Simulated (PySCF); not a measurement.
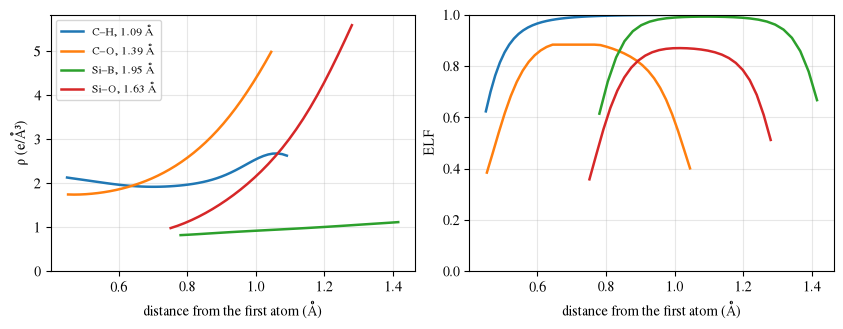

The picture shows: C₂H₉BO₂Si (SMILES B[SiH](OC)OC). Total electron density and electron localisation function along straight lines between neighbouring atoms. The curves leave out the atomic cores.

Geometry: GFN2-xTB.

Theory: wB97X-D/def2-SVPD, SCF density, gas phase in PySCF 2.14.0.

Input

```
{"job": {"kind": "uv", "xc": "wB97X-D", "basis": "def2-SVPD", "nstates": 8, "ntriplets": 3}, "charge": 0, "multiplicity": 1}
B     -1.174295     2.029602    -0.327629
Si    -0.061297     0.572772     0.343938
O      1.446061     0.792982    -0.224322
C      2.543555    -0.067311    -0.117330
O     -0.471102    -0.929180    -0.192009
C     -1.683604    -1.598242    -0.035775
H     -2.336549     1.900623    -0.379979
H     -0.749035     3.068188    -0.646406
H     -0.015488     0.456452     1.828471
H      2.938451    -0.051913     0.901487
H      3.313148     0.280119    -0.808121
H      2.261877    -1.090536    -0.369359
H     -1.647413    -2.510030    -0.634329
H     -2.521269    -0.981840    -0.372367
H     -1.847452    -1.863696     1.011818
```

Run with:

```sh
OMP_NUM_THREADS=1 python probes_run.py task.json out
```

**What kind of bonding do the profiles show?**

C–H (1.09 Å): the density is about 2 e/Å³ at the midpoint; the ELF climbs to about 1 towards the hydrogen, as it does in any bond to H: an ordinary covalent bond to hydrogen.
C–O (1.39 Å): ρ is about 2.1 e/Å³ halfway, with its minimum of 1.7 e/Å³ about 0.5 Å from C; the ELF peaks at about 0.90 between the atoms, as expected for a shared but strongly polarised pair.
Si–B (1.95 Å): ρ is about 0.91 e/Å³ halfway; the ELF peaks at about 1 between the atoms, as expected for a shared electron pair.
Si–O (1.63 Å): ρ at the midpoint is about 1.2 e/Å³; the ELF peaks at about 0.85 between the atoms, as expected for a short, strongly polar bond.
